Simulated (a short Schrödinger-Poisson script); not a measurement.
Stack: MOS inversion layer, Al2O3 on p-type Si(100), at 200 K.

| layer | material | thickness (nm) | Na (cm⁻³) |
|---|---|---|---|
| 1 | Al2O3 | 5.9 | - |
| 2 | Si | 1300 | 1.1e17 |

Constants are typed, rounded textbook-type inputs, not results; the design itself was drawn at random and stands for no fabricated device. Al2O3: permittivity 9, conduction-band edge (eV) 2.7, gap (eV) 6.8, electron mass (mₑ) 0.3. Si: permittivity 11.7, conduction-band edge (eV) 0, gap (eV) 1.124, Nv at 300 K (cm⁻³) 3.1e19.

Channel valleys (confinement mass, in-plane density-of-states mass, number): Δ2 0.916, 0.19, 2; Δ4 0.19, 0.417, 4. At the gate the conduction-band edge of layer 1 lies 2.71 eV − eVg above the Fermi level of the channel; the field vanishes at the back. Gaps are held at their typed values at every temperature. Mesh 0.03 nm at interfaces.

From a short Schrödinger-Poisson script (our own, NumPy): 1D Poisson equation in equilibrium, electrons quantum, Hartree (BenDaniel-Duke, 12 states a valley, the channel's in-plane mass for all, wave functions ending at the dielectric), parabolic valleys, classical holes, full ionisation, no traps, pinning or gate leakage.

Only gate voltages with over 1e8 electrons/cm² are shown.

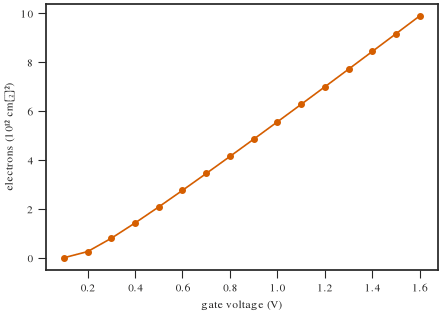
Fig. 1. Sheet density against gate voltage

```tsv
Vg (V)	electrons (cm⁻²)	C (μF/cm²)	Δ2 E0 (meV)	Δ2 E1 (meV)	Δ4 E0 (meV)	Δ4 E1 (meV)
0.1	9.28e9	0.159	106.2	147.2	144.0	212.2
0.2	2.61e11	0.762	47.3	91.0	87.8	158.2
0.3	8.06e11	0.968	25.8	73.0	70.0	142.3
0.4	1.43e12	1.04	13.7	64.5	61.6	135.4
0.5	2.09e12	1.07	4.9	59.0	56.4	131.4
0.6	2.77e12	1.10	-2.2	55.1	52.6	128.7
0.7	3.46e12	1.11	-8.4	52.0	49.6	126.8
0.8	4.15e12	1.12	-13.9	49.4	47.2	125.2
0.9	4.86e12	1.13	-19.0	47.2	45.0	123.9
1	5.57e12	1.14	-23.8	45.1	43.1	122.8
1.1	6.28e12	1.15	-28.4	43.3	41.4	121.9
1.2	7.00e12	1.15	-32.8	41.6	39.7	121.0
1.3	7.72e12	1.16	-37.1	40.0	38.2	120.3
1.4	8.45e12	1.16	-41.2	38.5	36.8	119.6
1.5	9.17e12	1.17	-45.3	37.1	35.4	119.0
1.6	9.90e12	1.17	-49.3	35.8	34.0	118.4
```

Subbands count from the Fermi level.
